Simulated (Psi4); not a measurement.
# doublet SiHF− at 6 levels

We compute a comparison of 6 runs (U-wB97M-V/def2-TZVPPD, U-wB97X/def2-TZVPPD, UB3LYP/def2-TZVPPD, UCAM-B3LYP/def2-TZVPPD, UM06-2X/def2-TZVPPD, UCCSD/def2-TZVPPD) of doublet SiHF−. 

The calculation is run with Psi4 1.11.

## (1) The molecule

SiHF−: 3 atoms, total charge -1, spin state doublet. As SMILES of the parent species, `F[SiH]`. The coordinates come from a PBE0-D4/def2-TZVP relaxation. That shape belongs to the parent species and isn't relaxed for this state.

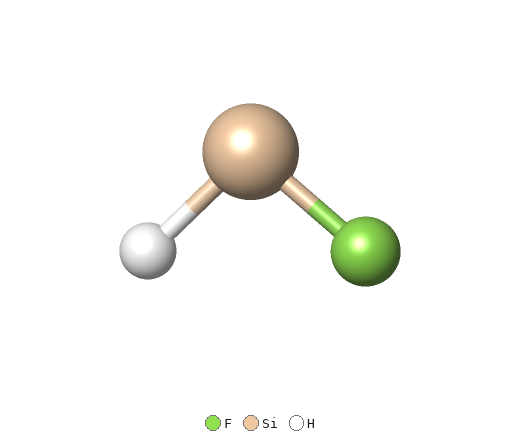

The structure, seen from a chosen angle (fluorine green, silicon light orange, hydrogen white).

## (2) The energy at U-wB97M-V/def2-TZVPPD (run 1)

The input, input.json:

```json
{
  "schema_name": "qcschema_input",
  "schema_version": 1,
  "molecule": {
    "schema_name": "qcschema_molecule",
    "schema_version": 2,
    "symbols": ["F", "Si", "H"],
    "geometry": [-2.06017942, 0.04610932, -1.13818204, 0.35300084, 1.18939362, 0.3284344, 1.68639159, -1.35795719, 0.78480326],
    "molecular_charge": -1,
    "molecular_multiplicity": 2,
    "fix_symmetry": "c1",
    "fix_com": true,
    "fix_orientation": true
  },
  "driver": "energy",
  "model": {
    "method": "wb97m-v",
    "basis": "def2-TZVPPD"
  },
  "keywords": {
    "reference": "uks",
    "puream": true,
    "e_convergence": 1e-09,
    "d_convergence": 1e-08,
    "scf_type": "pk",
    "dft_radial_points": 99,
    "dft_spherical_points": 590,
    "maxiter": 100
  }
}
```

On the command line:

```sh
psi4 --qcschema input.json -n 1 --memory 2200MB
```

stdout:

```text
[...]
  Running in c1 symmetry.
[...]
  Nuclear repulsion =   48.194575458699973
[...]
  Multiplicity = 2
[...]
  Nalpha       = 13
  Nbeta        = 12
[...]
    Number of basis functions: 105
[...]
   @UKS iter   1:  -389.86513118639971   -5.63312e-01   4.60940e-03 DIIS/ADIIS
[...]
   @UKS iter  12:  -389.95930292569665   -2.16573e-11   7.96460e-09 DIIS
[...]
   @S^2 Observed:                7.526996539E-01
[...]
  @UKS Final Energy:  -389.95930292569665
   => Energetics <=
    Nuclear Repulsion Energy =             48.1945754586999726
    One-Electron Energy =                -642.9961923989917523
    Two-Electron Energy =                 228.7413730254917255
    DFT Exchange-Correlation Energy =     -24.0031360902715463
    Empirical Dispersion Energy =           0.0000000000000000
    VV10 Nonlocal Energy =                  0.1040770793749264
    Total Energy =                       -389.9593029256966474
[...]
 Multipole Moments:
 ------------------------------------------------------------------------------------
     Multipole            Electronic (a.u.)      Nuclear  (a.u.)        Total (a.u.)
 ------------------------------------------------------------------------------------
 L = 1.  Multiply by 2.5417464519 to convert [e a0] to [Debye]
 Dipole X            :         11.6528289          -11.9132114           -0.2603825
 Dipole Y            :        -16.7957306           15.7085374           -1.0871932
 Dipole Z            :          4.5951024           -4.8607535           -0.2656511
 Magnitude           :                                                    1.1490686
[...]
```

The result, in JSON:

```text
{
 "driver": "energy",
 "model": {
  "method": "wb97m-v",
  "basis": "def2-TZVPPD"
 },
 "success": true,
 "return_result": -389.95930292569665,
 "properties": {
  "calcinfo_nbasis": 105,
  "calcinfo_nmo": 105,
  "calcinfo_nalpha": 13,
  "calcinfo_nbeta": 12,
  "calcinfo_natom": 3,
  "nuclear_repulsion_energy": 48.19457545869997,
  "return_energy": -389.95930292569665,
  "scf_one_electron_energy": -642.9961923989918,
  "scf_two_electron_energy": 228.74137302549173,
  "scf_vv10_energy": 0.10407707937492638,
  "scf_xc_energy": -24.003136090271546,
  "scf_dipole_moment": [-0.2603825368798116, -1.0871931803949302, -0.26565110801830105],
  "scf_total_energy": -389.95930292569665,
  "scf_iterations": 12
 }
}
```

It took 39 s on 1 thread of Intel Xeon 6975P-C (Granite Rapids), shared host; peak memory 1.1 GiB.

## (3) Energy and gradient at U-wB97X/def2-TZVPPD (run 2)

The input, fhsi.py:

```python
import psi4

psi4.set_memory(2200000000)
psi4.set_num_threads(1)
psi4.set_output_file('psi4.out', False)

molecule = psi4.geometry("""
-1 2
F     -1.090200     0.024400    -0.602300
Si     0.186800     0.629400     0.173800
H      0.892400    -0.718600     0.415300
units angstrom
symmetry c1
no_reorient
no_com
""")

options = {'basis': 'def2-TZVPPD', 'reference': 'uks', 'puream': True, 'e_convergence': 1e-09, 'd_convergence': 1e-08, 'scf_type': 'pk', 'dft_radial_points': 99, 'dft_spherical_points': 590, 'maxiter': 100}
psi4.set_options(options)

E, wfn = psi4.gradient("wb97x", return_wfn=True)
psi4.oeprop(wfn, "WIBERG_LOWDIN_INDICES", "MAYER_INDICES", "LOWDIN_CHARGES", title="WB97X")
print('gradient / Eh bohr^-1')
print(E.np.round(6))
print(f'energy = {wfn.energy():.10f} Eh')
```

On the command line:

```sh
python fhsi.py
```

psi4.out:

```text
[...]
  Running in c1 symmetry.
[...]
  Nuclear repulsion =   48.194575348987868
[...]
  Multiplicity = 2
[...]
  Nalpha       = 13
  Nbeta        = 12
[...]
    Number of basis functions: 105
[...]
   @UKS iter   1:  -389.88000199415552   -5.81043e-01   4.83921e-03 DIIS/ADIIS
[...]
   @UKS iter  14:  -389.97694484727083   -7.56017e-12   4.00844e-09 DIIS
[...]
   @S^2 Observed:                7.583751879E-01
[...]
  @UKS Final Energy:  -389.97694484727083
   => Energetics <=
    Nuclear Repulsion Energy =             48.1945753489878683
    One-Electron Energy =                -643.1273920994974560
    Two-Electron Energy =                 228.6686992493693822
    DFT Exchange-Correlation Energy =     -23.7128273461306414
    Empirical Dispersion Energy =           0.0000000000000000
    VV10 Nonlocal Energy =                  0.0000000000000000
    Total Energy =                       -389.9769448472708291
[...]
  -Total Gradient:
     Atom            X                  Y                   Z
    ------   -----------------  -----------------  -----------------
       1        0.035824774770     0.015894856523     0.021652588600
       2       -0.032379375904    -0.020287991787    -0.020229598423
       3       -0.003292219066     0.004340510210    -0.001343835937
[...]
```

On the terminal:

```text
gradient / Eh bohr^-1
[[ 0.035825  0.015895  0.021653]
 [-0.032379 -0.020288 -0.02023 ]
 [-0.003292  0.004341 -0.001344]]
energy = -389.9769448473 Eh
```

Run time: 25 s. Hardware: 1 thread of Intel Xeon 6975P-C (Granite Rapids), shared host; peak memory 1 GiB.

Runs 3 to 4 aren't shown in full; the table further down has their settings and results.

## (4) The energy at UM06-2X/def2-TZVPPD (run 5)

The input, fhsi.in:

```
memory 2200 MB

molecule {
  -1 2
  F     -1.090200     0.024400    -0.602300
  Si     0.186800     0.629400     0.173800
  H      0.892400    -0.718600     0.415300
  symmetry c1
}

set basis def2-TZVPPD
set reference uks
set puream true
set e_convergence 1e-09
set d_convergence 1e-08
set scf_type pk
set dft_radial_points 99
set dft_spherical_points 590
set maxiter 100

e, wfn = energy('m06-2x', return_wfn=True)
oeprop(wfn, 'MULLIKEN_CHARGES', 'DIPOLE', 'WIBERG_LOWDIN_INDICES', title='M06-2X')
```

On the command line:

```sh
psi4 fhsi.in fhsi.out -n 1
```

fhsi.out:

```text
[...]
  Running in c1 symmetry.
[...]
  Nuclear repulsion =   48.194575348987868
[...]
  Multiplicity = 2
[...]
  Nalpha       = 13
  Nbeta        = 12
[...]
    Number of basis functions: 105
[...]
   @UKS iter   1:  -389.85444041311854   -4.93281e-01   4.44778e-03 ADIIS/DIIS
[...]
   @UKS iter  12:  -389.95035946713620   -3.12639e-11   8.90094e-09 DIIS
[...]
   @S^2 Observed:                7.557237930E-01
[...]
  @UKS Final Energy:  -389.95035946713620
   => Energetics <=
    Nuclear Repulsion Energy =             48.1945753489878683
    One-Electron Energy =                -643.1170561439173525
    Two-Electron Energy =                 220.1606118507121721
    DFT Exchange-Correlation Energy =     -15.1884905229188671
    Empirical Dispersion Energy =           0.0000000000000000
    VV10 Nonlocal Energy =                  0.0000000000000000
    Total Energy =                       -389.9503594671361952
[...]
 Multipole Moments:
 ------------------------------------------------------------------------------------
     Multipole            Electronic (a.u.)      Nuclear  (a.u.)        Total (a.u.)
 ------------------------------------------------------------------------------------
 L = 1.  Multiply by 2.5417464519 to convert [e a0] to [Debye]
 Dipole X            :         -3.0595737            2.1060013           -0.9535724
 Dipole Y            :          0.2882898           -0.6919729           -0.4036832
 Dipole Z            :          0.0000000            0.0000000            0.0000000
 Magnitude           :                                                    1.0355001
[...]
```

It took 22 s on 1 thread of Intel Xeon 6975P-C (Granite Rapids), shared host; peak memory 1 GiB.

## (5) A single-point energy at UCCSD/def2-TZVPPD (run 6)

The input, calc.dat:

```
memory 2200 MB

molecule {
  -1 2
  F     -1.090200     0.024400    -0.602300
  Si     0.186800     0.629400     0.173800
  H      0.892400    -0.718600     0.415300
  units angstrom
  symmetry c1
}

set globals {
  reference uhf
  puream true
  e_convergence 1e-09
  d_convergence 1e-08
  scf_type pk
  num_frozen_docc 6
  maxiter 100
}

result = energy("ccsd/def2-TZVPPD")
```

On the command line:

```sh
psi4 -n 1 calc.dat calc.out
```

calc.out:

```text
[...]
  Running in c1 symmetry.
[...]
  Nuclear repulsion =   48.194575348987868
[...]
  Multiplicity = 2
[...]
  Nalpha       = 13
  Nbeta        = 12
[...]
    Number of basis functions: 105
[...]
   @UHF iter   1:  -388.95341005879328   -7.19345e-01   3.56939e-03 DIIS/ADIIS
[...]
   @UHF iter  14:  -389.01627758155956   -2.23963e-11   9.54676e-09 DIIS
[...]
   @S^2 Observed:                7.869949447E-01
[...]
  @UHF Final Energy:  -389.01627758155956
   => Energetics <=
    Nuclear Repulsion Energy =             48.1945753489878683
    One-Electron Energy =                -643.0455780455465629
    Two-Electron Energy =                 205.8347251149991166
    Total Energy =                       -389.0162775815595637
  UHF NO Occupations:
  HONO-2 :   11  A 1.9996980
  HONO-1 :   12  A 1.9818544
[...]
 Multipole Moments:
 ------------------------------------------------------------------------------------
     Multipole            Electronic (a.u.)      Nuclear  (a.u.)        Total (a.u.)
 ------------------------------------------------------------------------------------
 L = 1.  Multiply by 2.5417464519 to convert [e a0] to [Debye]
 Dipole X            :         -3.0493771            2.1060013           -0.9433757
 Dipole Y            :          0.1998315           -0.6919729           -0.4921415
 Dipole Z            :          0.0000000            0.0000000            0.0000000
 Magnitude           :                                                    1.0640305
[...]
      * MP2 total energy                      = -389.379247565226649
[...]
      * CCSD total energy                     = -389.398522120021539
[...]
```

It took 66 s on 1 thread of Intel Xeon 6975P-C (Granite Rapids), shared host; peak memory 1.4 GiB.

## (6) Overview of the runs

```tsv
run	level	task	frozen core orbitals	energy (Eh)	HOMO energy (eV)	LUMO energy (eV)	⟨S²⟩	wall time
1	U-wB97M-V/def2-TZVPPD	energy	0	-389.959303	-0.13	5.28	0.753	39 s
2	U-wB97X/def2-TZVPPD	gradient	0	-389.976945	-0.58	5.69	0.758	25 s
3	UB3LYP/def2-TZVPPD	gradient	0	-390.033157	1.71	4.13	0.757	17 s
4	UCAM-B3LYP/def2-TZVPPD	gradient	0	-389.995262	0.37	5.17	0.759	23 s
5	UM06-2X/def2-TZVPPD	energy	0	-389.950359	0.80	4.05	0.756	22 s
6	UCCSD/def2-TZVPPD	energy	6	-389.398522	-0.88	6.02	0.787	66 s
```

## (7) Summary of results

| quantity | value |
| --- | --- |
| run 6: total energy | -389.39852 Eh |
| run 6: HOMO energy (Hartree–Fock orbitals) (highest over α and β) | -0.88 eV |
| run 6: LUMO energy (Hartree–Fock orbitals) (lowest over α and β) | 6.02 eV |
| run 6: correlation energy (6 core orbitals frozen) | -382.2 mEh |
| run 6: ⟨S²⟩ of the reference determinant | 0.787 |
| run 6: T1 diagnostic | 0.027 |

Totals of different functionals can't be ranked against each other. In runs 3, 4, 5 the HOMO lies above zero, so the outermost electron may be held by the basis alone. All runs together took 3.2 min, the longest 66 s.
